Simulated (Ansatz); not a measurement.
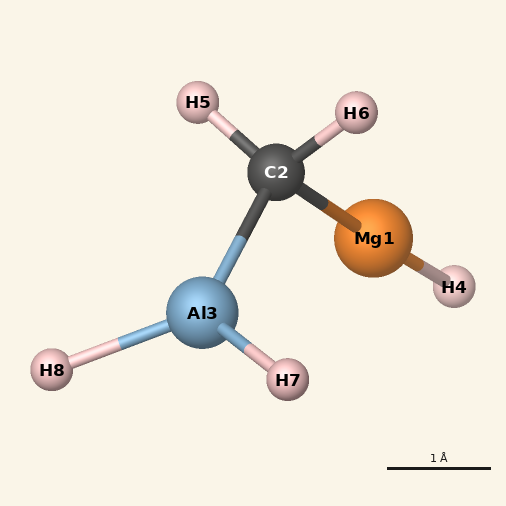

Source: calculation with Ansatz.

Numbered structure. Geometry: moved along internal coordinates away from the minimum.

Which atoms are bonded, and how long are the bonds?

| bond | length (Å) |
| --- | --- |
| Mg1–C2 | 2.087 |
| Mg1–H4 | 1.704 |
| C2–Al3 | 1.906 |
| C2–H5 | 1.098 |
| C2–H6 | 1.098 |
| Al3–H7 | 1.467 |
| Al3–H8 | 1.594 |
